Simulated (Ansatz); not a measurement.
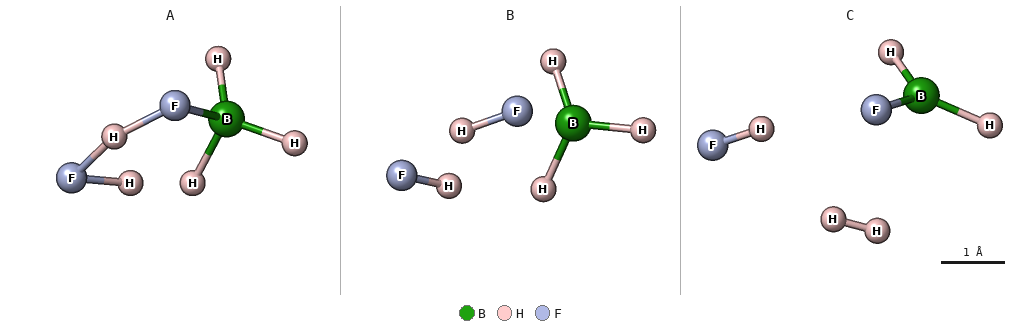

Three geometries of BH₅F₂: a saddle point and the two minima that it joins, in shuffled order. The picture is a ball-and-stick view, seen from a free direction. Sticks join atoms that are closer than about 1.2 times the sum of their covalent radii (a little more with hydrogen).

Stationary points at PBE0-D4/def2-TZVP, single-point energies with CCSD(T)/CBS (def2-TZVPP where no basis is named; Ansatz 0.2.0). The energies are electronic, without zero-point or thermal terms, and both ends are the minima reached downhill from the saddle, with any fragments still in contact. CCSD(T)/CBS stands for a frozen-core estimate: MP2 correlation extrapolated from def2-TZVPP and def2-QZVPP, CCSD(T) minus MP2 from the smaller set.

Q: Identify the saddle point and describe the reaction.

A: Frame A is the saddle point. Counted by bonded pieces, B holds BH₄F + HF and C holds BH₂F + HF + H₂. From B over the saddle to C, bonds form: H–H (1.52 → 1.04 → 0.75 Å), F–H (1.54 → 1.17 → 0.93 Å). Bonds break: B–H (1.23 → 1.30 → 2.64 Å), F–H (0.96 → 1.12 → 1.87 Å), F–H (0.95 → 1.12 → 2.78 Å). Bonds that stay but change much: B–F (1.74 → 1.54 → 1.33 Å). The saddle has one imaginary mode, 1099i cm⁻¹. With CCSD(T)/CBS the barrier is 8.7 kcal/mol from B and 31.7 kcal/mol from C, and C lies 23.1 kcal/mol below B.
